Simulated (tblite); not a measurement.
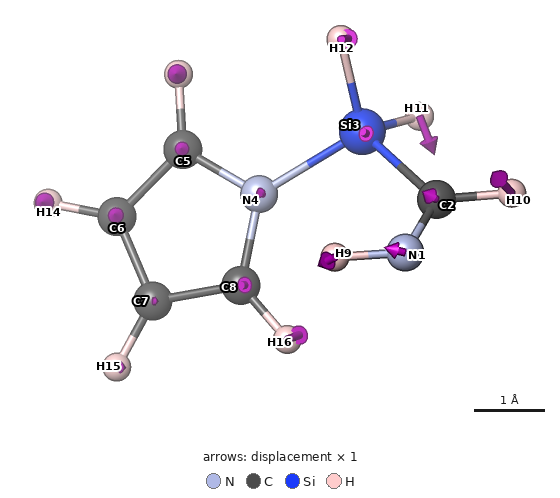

A relaxation of C5H8N2Si. The starting structure is drawn; purple arrows show the displacements, at their true length. The two geometries are superimposed by the best rigid fit.

The picture is a ball-and-stick view, seen at a tilt.

Theory: GFN2-xTB geometry optimisation, gas phase in tblite 0.8.0. 

Question: Describe the change and its energy.

Answer: The atom that moves furthest after the best rigid fit is an H atom (0.71 Å). By element the largest moves are H 0.71 Å, N 0.33 Å, C 0.31 Å, Si 0.31 Å. Some distances before and after: C–Si 1.836 → 1.912 Å, N–Si 1.797 → 1.748 Å, C–C 1.374 → 1.416 Å, H–Si 1.494 → 1.464 Å. Among the angles between lasting bonds that change: H–Si–H 106.6° → 113.9°, N–C–H 126.9° → 120.5°, Si–N–C 121.7° → 127.4°. Groups turn about N–Si by about 30°, C–Si by about 25°. After 132 geometry steps the energy has fallen by 32.6 kJ/mol.
